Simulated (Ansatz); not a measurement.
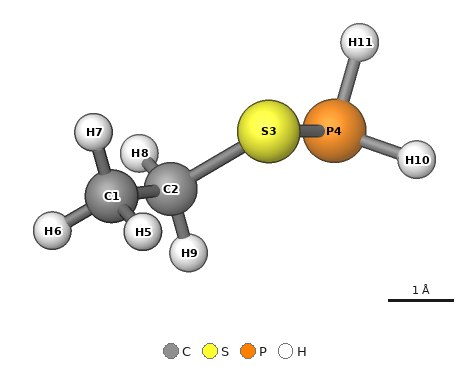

The structure as given in the input (ball-and-stick view, seen at an oblique angle; atoms are numbered from 1 in the order of the input). Bond lengths as drawn: C–C 1.51 Å, C–H 1.09 Å, C–S 1.82 Å, H–P 1.42 Å and P–S 2.10 Å.

# C2H7PS: molecular dynamics (part 1 of 2)

- system: C2H7PS, SMILES CCSP
- method: RKS r2SCAN/def2-SVP (Ansatz 0.2.0)

The geometry comes from this level: PBE0-D4/def2-TZVP. Figures and captions count atoms from 1; the log counts them from 0 in places.

### The program's output
```
Functional definition: r2SCAN
  name "r2SCAN"
  cite "Furness, Kaplan, Ning, Perdew & Sun, J. Phys. Chem. Lett. 11, 8208 (2020) doi:10.1021/acs.jpclett.0c02405"
  cite "Furness, Kaplan, Ning, Perdew & Sun, J. Phys. Chem. Lett. 11, 9248 (2020) doi:10.1021/acs.jpclett.0c03077"
  parent r2scan
  parameter k0 = 0.174
  parameter k1 = 0.065
  parameter a1 = 4.9479
  exchange = r2scan_x(k0 = k0, k1 = k1, a1 = a1)
  correlation = r2scan_c
1134 factors; their error is unknown
mean field evaluation 1: about -22295.5073 eV, gradient 4.9e1 eV
mean field evaluation 2: about -22288.6665 eV, gradient 6.9e1 eV
mean field evaluation 4: about -22301.7461 eV, gradient 3.3e0 eV
mean field evaluation 8: about -22301.7766 eV, gradient 6.2e-2 eV
mean field evaluation 16: about -22301.7276 eV, gradient 8.0e-5 eV
mean field -22301.72756667 eV, -819.5733714213 hartree, gradient 1.1e-5 eV, S^2 0.000000; 0 other end points of the search recorded, 0 dependent functions left out
the calculation of the forces begins
reference -22301.72757671 eV, -819.5733717902 hartree; 25, 25 occupied and 74, 74 virtual orbitals, 1134 factors
md step     0: t =     0.00 fs  T =   300.0 K  F+E_penalty+E_count = -22301.72756667 eV  E_kin = 0.349002 eV  conserved = -22301.37856467 eV  (29 SCF iters)
these checks for a lower state are left out or cut short: starts, cluster_reference, orbital_swaps, neighbouring_geometries, increment
1134 factors; their error is unknown
mean field -22301.63527317 eV, -819.5699796976 hartree, gradient 8.9e-6 eV, S^2 0.000000; 0 other end points of the search recorded, 0 dependent functions left out
the calculation of the forces begins
reference -22301.63528322 eV, -819.5699800670 hartree; 25, 25 occupied and 74, 74 virtual orbitals, 1134 factors
md step     1: t =     2.00 fs  T =   236.6 K  F+E_penalty+E_count = -22301.63527317 eV  E_kin = 0.275256 eV  conserved = -22301.36002308 eV  (30 SCF iters)
[... from here on the SCF iterations and repeated set-up lines of each step are left out, up to the last step ...]
md step     2: t =     4.00 fs  T =   166.2 K  F+E_penalty+E_count = -22301.55477247 eV  E_kin = 0.193386 eV  conserved = -22301.36143473 eV  (32 SCF iters)
md step     3: t =     6.00 fs  T =   119.1 K  F+E_penalty+E_count = -22301.50298674 eV  E_kin = 0.138556 eV  conserved = -22301.36456631 eV  (32 SCF iters)
md step     4: t =     8.00 fs  T =   100.8 K  F+E_penalty+E_count = -22301.46556396 eV  E_kin = 0.117274 eV  conserved = -22301.34855427 eV  (31 SCF iters)
md step     5: t =    10.00 fs  T =   181.0 K  F+E_penalty+E_count = -22301.58576665 eV  E_kin = 0.210606 eV  conserved = -22301.37567804 eV  (31 SCF iters)
md step     6: t =    12.00 fs  T =   196.4 K  F+E_penalty+E_count = -22301.58773646 eV  E_kin = 0.228515 eV  conserved = -22301.36014740 eV  (30 SCF iters)
md step     7: t =    14.00 fs  T =   205.2 K  F+E_penalty+E_count = -22301.60197263 eV  E_kin = 0.238670 eV  conserved = -22301.36472925 eV  (31 SCF iters)
md step     8: t =    16.00 fs  T =   196.5 K  F+E_penalty+E_count = -22301.59624863 eV  E_kin = 0.228597 eV  conserved = -22301.36964039 eV  (31 SCF iters)
md step     9: t =    18.00 fs  T =   143.7 K  F+E_penalty+E_count = -22301.51754600 eV  E_kin = 0.167128 eV  conserved = -22301.35293883 eV  (31 SCF iters)
md step    10: t =    20.00 fs  T =   148.4 K  F+E_penalty+E_count = -22301.54030901 eV  E_kin = 0.172621 eV  conserved = -22301.37073834 eV  (32 SCF iters)
md step    11: t =    22.00 fs  T =   129.4 K  F+E_penalty+E_count = -22301.50445905 eV  E_kin = 0.150515 eV  conserved = -22301.35756410 eV  (30 SCF iters)
md step    12: t =    24.00 fs  T =   132.6 K  F+E_penalty+E_count = -22301.51337612 eV  E_kin = 0.154310 eV  conserved = -22301.36329618 eV  (31 SCF iters)
md step    13: t =    26.00 fs  T =   142.5 K  F+E_penalty+E_count = -22301.52632341 eV  E_kin = 0.165768 eV  conserved = -22301.36550065 eV  (31 SCF iters)
md step    14: t =    28.00 fs  T =   139.8 K  F+E_penalty+E_count = -22301.51277587 eV  E_kin = 0.162584 eV  conserved = -22301.35594262 eV  (30 SCF iters)
md step    15: t =    30.00 fs  T =   176.8 K  F+E_penalty+E_count = -22301.56967180 eV  E_kin = 0.205642 eV  conserved = -22301.37076785 eV  (30 SCF iters)
md step    16: t =    32.00 fs  T =   177.3 K  F+E_penalty+E_count = -22301.55774321 eV  E_kin = 0.206310 eV  conserved = -22301.35935007 eV  (30 SCF iters)
md step    17: t =    34.00 fs  T =   181.0 K  F+E_penalty+E_count = -22301.56730453 eV  E_kin = 0.210612 eV  conserved = -22301.36587658 eV  (31 SCF iters)
md step    18: t =    36.00 fs  T =   165.4 K  F+E_penalty+E_count = -22301.54747621 eV  E_kin = 0.192373 eV  conserved = -22301.36558360 eV  (30 SCF iters)
md step    19: t =    38.00 fs  T =   135.3 K  F+E_penalty+E_count = -22301.50186816 eV  E_kin = 0.157422 eV  conserved = -22301.35612105 eV  (31 SCF iters)
md step    20: t =    40.00 fs  T =   149.4 K  F+E_penalty+E_count = -22301.53048522 eV  E_kin = 0.173847 eV  conserved = -22301.36952378 eV  (32 SCF iters)
md step    21: t =    42.00 fs  T =   146.9 K  F+E_penalty+E_count = -22301.51159737 eV  E_kin = 0.170948 eV  conserved = -22301.35487153 eV  (31 SCF iters)
md step    22: t =    44.00 fs  T =   188.8 K  F+E_penalty+E_count = -22301.57111675 eV  E_kin = 0.219592 eV  conserved = -22301.36735051 eV  (31 SCF iters)
md step    23: t =    46.00 fs  T =   206.9 K  F+E_penalty+E_count = -22301.58836187 eV  E_kin = 0.240654 eV  conserved = -22301.36550341 eV  (32 SCF iters)
md step    24: t =    48.00 fs  T =   193.2 K  F+E_penalty+E_count = -22301.56407155 eV  E_kin = 0.224731 eV  conserved = -22301.35919803 eV  (32 SCF iters)
md step    25: t =    50.00 fs  T =   188.9 K  F+E_penalty+E_count = -22301.56895026 eV  E_kin = 0.219759 eV  conserved = -22301.37109375 eV  (32 SCF iters)
md step    26: t =    52.00 fs  T =   132.5 K  F+E_penalty+E_count = -22301.48604501 eV  E_kin = 0.154112 eV  conserved = -22301.35562171 eV  (30 SCF iters)
md step    27: t =    54.00 fs  T =   113.9 K  F+E_penalty+E_count = -22301.47029792 eV  E_kin = 0.132470 eV  conserved = -22301.36295677 eV  (31 SCF iters)
md step    28: t =    56.00 fs  T =   115.4 K  F+E_penalty+E_count = -22301.46940880 eV  E_kin = 0.134290 eV  conserved = -22301.36166266 eV  (31 SCF iters)
md step    29: t =    58.00 fs  T =   127.3 K  F+E_penalty+E_count = -22301.47865210 eV  E_kin = 0.148125 eV  conserved = -22301.35864517 eV  (32 SCF iters)
these checks for a lower state are left out or cut short: starts, cluster_reference, orbital_swaps, neighbouring_geometries, increment
1134 factors; their error is unknown
mean field -22301.52775958 eV, -819.5660286463 hartree, gradient 1.6e-5 eV, S^2 0.000000; 0 other end points of the search recorded, 0 dependent functions left out
the calculation of the forces begins
reference -22301.52776963 eV, -819.5660290153 hartree; 25, 25 occupied and 74, 74 virtual orbitals, 1134 factors
1134 factors; their error is unknown
mean field evaluation 256: about -22301.5778 eV, gradient 1.9e-1 eV
mean field -22301.52775958 eV, -819.5660286463 hartree, gradient 2.1e-5 eV, S^2 0.000000; 1 other end points of the search recorded, 0 dependent functions left out
the calculation of the forces begins
reference -22301.52776963 eV, -819.5660290153 hartree; 25, 25 occupied and 74, 74 virtual orbitals, 1134 factors
md step    30: t =    60.00 fs  T =   162.2 K  F+E_penalty+E_count = -22301.52775958 eV  E_kin = 0.188689 eV  conserved = -22301.36915328 eV  (30 SCF iters)
```

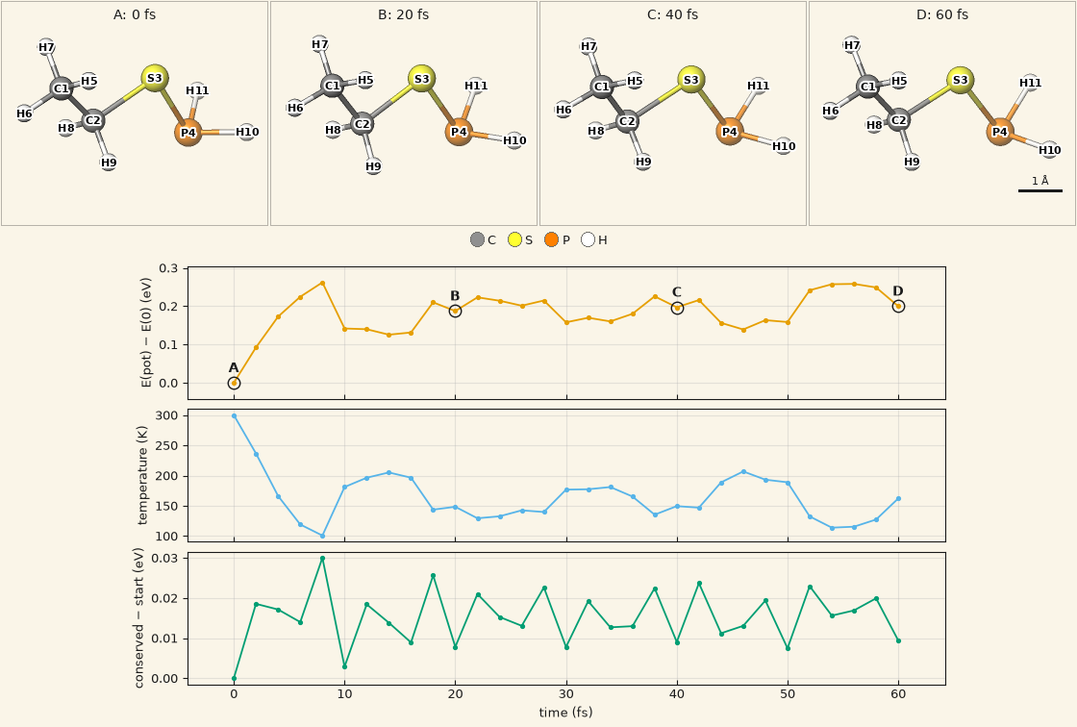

Frames of the molecular dynamics (ball-and-stick, seen at a tilt) above the curves, on which the letters mark them. The trajectory kept here has 31 frames over 60 fs. The temperature starts at 300 K, ranges from 101 to 300 K and averages 160 K over the second half. The potential energy ends 0.200 eV above its first value. The conserved quantity stays within 0.03 eV. After an unweighted best fit of the last frame on the first, the root-mean-square displacement is 0.21 Å, and H11 has moved furthest (0.42 Å).

```
Total energy: -22301.52776963 eV, -819.5660290153 hartree
Atom 0 at     0.734370     1.791088     0.464398 Å, force    -0.289761    -0.994186    -0.570360 eV/Å
Atom 1 at     0.235618     0.558279    -0.366439 Å, force     0.613070     0.398766     0.655084 eV/Å
Atom 2 at    -0.276771    -0.798684     0.720818 Å, force    -0.251296     0.017537     1.336384 eV/Å
Atom 3 at    -1.016229    -2.357104    -0.527953 Å, force    -0.312262     0.094524     0.135932 eV/Å
Atom 4 at    -0.092770     2.134830     1.113368 Å, force     0.272205     0.058717    -0.052080 eV/Å
Atom 5 at     1.052951     2.609539    -0.208710 Å, force    -0.239787    -0.162448     0.020982 eV/Å
Atom 6 at     1.615381     1.530528     1.074358 Å, force    -0.187527    -0.072112     0.095095 eV/Å
Atom 7 at     0.991597     0.077504    -0.963209 Å, force     0.911347     0.287169    -0.693251 eV/Å
Atom 8 at    -0.572392     0.830946    -1.019859 Å, force    -0.776929     0.384437    -0.497666 eV/Å
Atom 9 at    -2.427835    -2.166771    -0.238846 Å, force     0.293955    -0.179266    -0.144873 eV/Å
Atom 10 at    -0.861293    -3.322354     0.533315 Å, force    -0.033014     0.166864    -0.285247 eV/Å
Dipole moment:    -0.017375     0.151792    -0.138244 e Å
```

### Trajectory as extended XYZ (Å, eV, eV/Å), 19 of the 31 frames kept, from step=0 to step=30
```
11
Properties=species:S:1:pos:R:3:forces:R:3 step=0 time_fs=0.0 energy=-22301.72757 temperature=300.0
C     0.7475    1.6746    0.3827   -0.0515  -0.1123  -0.0978
C     0.2107    0.4862   -0.3883    0.0787   0.1722   0.1392
S    -0.3308   -0.7876    0.7971    0.0096   0.0124   0.5011
P    -0.9789   -2.2676   -0.5501   -0.0308  -0.0725  -0.4414
H    -0.0182    2.1022    1.0336   -0.2162   0.1272   0.1878
H     1.0770    2.4523   -0.3101    0.0946   0.2233  -0.1889
H     1.5993    1.3903    1.0043    0.2451  -0.0762   0.1798
H     0.9792    0.0603   -1.0353    0.2473  -0.1202  -0.2391
H    -0.6397    0.7744   -1.0083   -0.2619   0.1041  -0.2310
H    -2.2360   -2.5562    0.0432   -0.1873  -0.0727   0.0951
H    -0.3449   -3.3861    0.0517    0.0725  -0.1854   0.0953
11
Properties=species:S:1:pos:R:3:forces:R:3 step=2 time_fs=4.0 energy=-22301.55477 temperature=166.2
C     0.7181    1.6337    0.3789    0.7051   2.3220   1.8834
C     0.2320    0.5055   -0.3810   -2.0864  -1.3472  -1.7935
S    -0.3237   -0.7765    0.7894    0.1229  -0.2543   0.6019
P    -0.9781   -2.2704   -0.5519   -0.4821  -0.4392   0.2766
H    -0.0035    2.1301    1.0917    0.1787  -0.6633  -0.6409
H     1.0619    2.4407   -0.2757    0.1643   0.1510  -0.2397
H     1.5718    1.3413    1.0093    0.1609   0.0202   0.0011
H     1.0030    0.0768   -1.0516   -0.1695   0.1623   0.0665
H    -0.6980    0.7642   -0.9884    1.1113  -0.1126   0.3050
H    -2.2388   -2.5266    0.1068    0.0870   0.1267  -0.3226
H    -0.4341   -3.3992    0.1436    0.2078   0.0343  -0.1379
11
Properties=species:S:1:pos:R:3:forces:R:3 step=3 time_fs=6.0 energy=-22301.50299 temperature=119.1
C     0.7047    1.6220    0.3854    2.4019   2.8946   1.1910
C     0.2331    0.5102   -0.3849   -1.1153  -2.0168  -1.3880
S    -0.3199   -0.7713    0.7867    0.1312  -0.3794   0.5613
P    -0.9784   -2.2725   -0.5525   -0.4786  -0.6380   0.5979
H     0.0165    2.1090    1.0860   -0.5332  -0.2588  -0.0387
H     1.0682    2.4563   -0.2824   -0.1498  -0.5997   0.3994
H     1.5743    1.3147    1.0182   -0.2375   0.2165  -0.3062
H     1.0112    0.0906   -1.0612   -0.2739   0.1946   0.1893
H    -0.6656    0.7515   -0.9592   -0.0126   0.2154  -0.4745
H    -2.2377   -2.5061    0.1239    0.0771   0.1470  -0.4222
H    -0.4670   -3.4075    0.1849    0.1908   0.2247  -0.3092
11
Properties=species:S:1:pos:R:3:forces:R:3 step=5 time_fs=10.0 energy=-22301.58577 temperature=181.0
C     0.7027    1.6243    0.4070    1.1035   1.1815   0.4590
C     0.2282    0.5006   -0.4023   -0.9499  -0.7630  -0.1744
S    -0.3120   -0.7624    0.7831    0.0958  -0.5293   0.2679
P    -0.9808   -2.2790   -0.5514   -0.1542  -0.4181   0.5547
H    -0.0265    2.0552    1.0938   -0.4089  -0.0076   0.1137
H     1.0629    2.4214   -0.2481    0.1140   0.3481  -0.1093
H     1.5545    1.2875    1.0048    0.2758   0.1000   0.2645
H     1.0063    0.1324   -1.0660    0.3174  -0.2920  -0.2811
H    -0.6499    0.7630   -0.9841   -0.3103   0.2222  -0.5248
H    -2.2330   -2.4498    0.1108   -0.3126   0.0349  -0.2795
H    -0.5107   -3.3968    0.2294    0.2296   0.1234  -0.2908
11
Properties=species:S:1:pos:R:3:forces:R:3 step=7 time_fs=14.0 energy=-22301.60197 temperature=205.2
C     0.7143    1.6418    0.4352   -0.6909  -0.1235   0.0116
C     0.2123    0.4812   -0.4238   -0.5172   0.9714  -0.7804
S    -0.3035   -0.7560    0.7807   -0.0569  -0.6142  -0.0695
P    -0.9841   -2.2875   -0.5476   -0.1734   0.1997   0.1716
H    -0.1192    1.9985    1.1119    0.8834  -0.0968  -0.5173
H     1.0722    2.4341   -0.2268   -0.0193   0.4318   0.0365
H     1.5671    1.2777    1.0249   -0.0137   0.1784   0.2540
H     1.0305    0.1394   -1.0981   -0.3413  -0.1492   0.2585
H    -0.6717    0.8029   -1.0795    0.9700  -0.3712   0.7162
H    -2.2712   -2.3882    0.0542   -0.2459  -0.1174  -0.1614
H    -0.5197   -3.3713    0.2337    0.2051  -0.3090   0.0802
11
Properties=species:S:1:pos:R:3:forces:R:3 step=8 time_fs=16.0 energy=-22301.59625 temperature=196.5
C     0.7166    1.6504    0.4506    0.4627  -0.3520  -1.3248
C     0.2002    0.4752   -0.4381    1.1399   1.0922   0.0590
S    -0.2994   -0.7538    0.7795   -0.1785  -0.6379  -0.2075
P    -0.9860   -2.2915   -0.5453   -0.2979   0.2662   0.1981
H    -0.1199    1.9613    1.0907    0.2243   0.3610   0.1558
H     1.0824    2.4776   -0.2256   -0.3946  -0.4406   0.7283
H     1.5820    1.2796    1.0552   -0.5353   0.3508  -0.1517
H     1.0323    0.1313   -1.1071   -0.4777  -0.0866   0.4136
H    -0.6283    0.8042   -1.0914   -0.0567  -0.0919   0.1932
H    -2.3076   -2.3626    0.0162    0.0693  -0.1916  -0.1707
H    -0.5114   -3.3727    0.2371    0.0444  -0.2696   0.1067
```
